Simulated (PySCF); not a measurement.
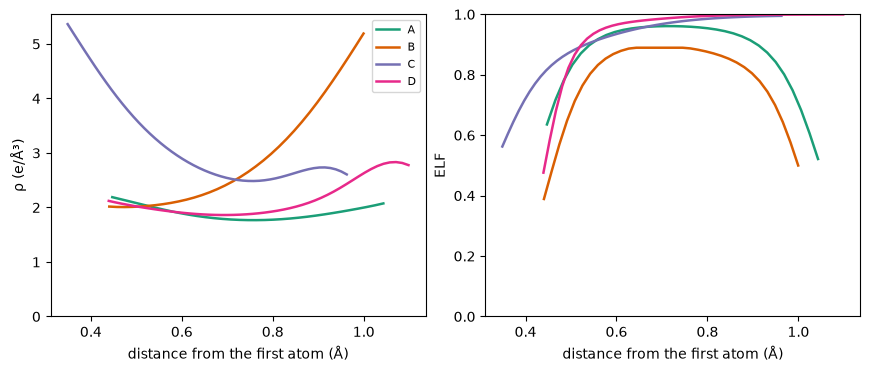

The picture shows: C2H5O2 (doublet). Electron density and electron localisation function along straight lines between neighbouring atoms. The curves leave out the atomic cores.

Geometry: PBE0-D3(BJ)/def2-SVP.

All numbers below come from UKS B3LYP, IGLO-III on C O, pcH-1 on H, non-relativistic, mean-field spin-orbit, GIAO (PySCF).

| atom | x (Å) | y (Å) | z (Å) |
| --- | --- | --- | --- |
| C | -0.4042 | 0.0080 | 0.2760 |
| C | 0.9145 | -0.4983 | -0.1988 |
| O | -0.5925 | 1.3699 | 0.3117 |
| O | -1.4610 | -0.6090 | -0.3064 |
| H | 1.7372 | -0.0838 | 0.4031 |
| H | 1.0906 | -0.2209 | -1.2575 |
| H | 0.9503 | -1.5934 | -0.1221 |
| H | 0.0672 | 1.7508 | 0.9004 |
| H | -2.2566 | -0.1464 | -0.0156 |

Question: Which curve belongs to which contact (C–C, C–H, C–O and O–H)? The first atom named is at distance zero.

Answer: Curve A: C–C (1.49 Å): ρ is about 1.8 e/Å³ halfway; the ELF peaks at about 0.95 between the atoms, as expected for a shared electron pair. Curve B: C–O (1.36 Å): ρ at the midpoint is about 2.3 e/Å³, with its minimum of 2 e/Å³ about 0.5 Å from C; the ELF peaks at about 0.90 between the atoms; a shared but strongly polarised pair. Curve C: O–H (0.96 Å): ρ at the midpoint is about 3.8 e/Å³; the ELF climbs to about 1 towards the hydrogen, as it does in any bond to H (a covalent bond by its length). Curve D: C–H (1.10 Å): ρ is about 2 e/Å³ halfway; the ELF climbs to about 1 towards the hydrogen; an ordinary covalent bond to hydrogen.
